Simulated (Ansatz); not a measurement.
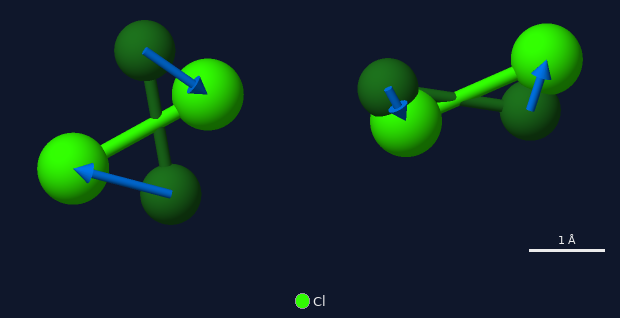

A relaxation of Cl4 (coarse preliminary run). The starting structure is drawn faded, the final one solid; blue arrows show the displacements, at their true length. The two geometries are superimposed by the best rigid fit.

The picture is a ball-and-stick view, seen at a tilt.

Method: Ansatz 0.2.0, RKS PBE-D4/def2-SVP.

Input
```yaml
crystal:
  periodic: [false, false, false]
  atoms:
    - {symbol: Cl, position_ang: [0.157100, 0.201900, -1.085100]}
    - {symbol: Cl, position_ang: [-0.157100, -0.201900, -3.034600]}
    - {symbol: Cl, position_ang: [-0.298700, -0.953500, 1.928400]}
    - {symbol: Cl, position_ang: [0.298700, 0.953500, 2.191300]}
basis:
  gaussian: {orbitals: def2-SVP}
hamiltonian: {xc: pbe, dispersion: d4}
relax: {f_tol: 0.03, max_steps: 250}
```

Run as
```bash
ansatz run in.yaml --threads 4 --pin off --events-out ev --progress --plain --max-ram 9574MiB
```

### What happened in the run?

Over 26 accepted moves (29 points after the start) the energy falls by 0.116 eV. The largest force component goes from 0.71 to 0.027 eV/Å. The line search rejected the trial steps at points 8, 17, 20 of the run. The forces were under the threshold at step 6, but the run went on from there. The atom that moves furthest after the best rigid fit is Cl3 (1.40 Å). Near-neighbour distances that change, for instance: Cl1–Cl4 3.364 → 2.737 Å, Cl1–Cl2 2.016 → 2.084 Å.

Limits of the set-up: the start holds two separate molecules, 3.3 Å apart at their closest, whose relative position is a soft coordinate.
